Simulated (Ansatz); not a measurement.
The starting structures come from a database of crystals and need not be the phases stable at ambient conditions.

 Where the default PAW files enter, the runs use the earlier of Ansatz's two default sets.

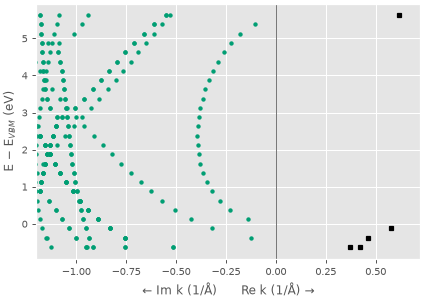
Complex bands at the centre of the two-dimensional zone; r2SCAN (Ansatz, a program for electronic structure)

The gap is the functional's own. No spin-orbit coupling. Mid-gap values are interpolated on the energy grid.

Question: This is Tl2SiF6 (Fm-3m, not sure to be the ambient phase, 9 atoms a cell, 18.5 Å³ an atom, -3 GPa at this level) along the normal of (001). Read off the slowest decay at the centre of the two-dimensional zone at 2.88 eV, the computed energy nearest the middle of the gap.

Answer: κ ≈ 0.39 1/Å, a decay length 1/(2κ) of the density of 1.3 Å.
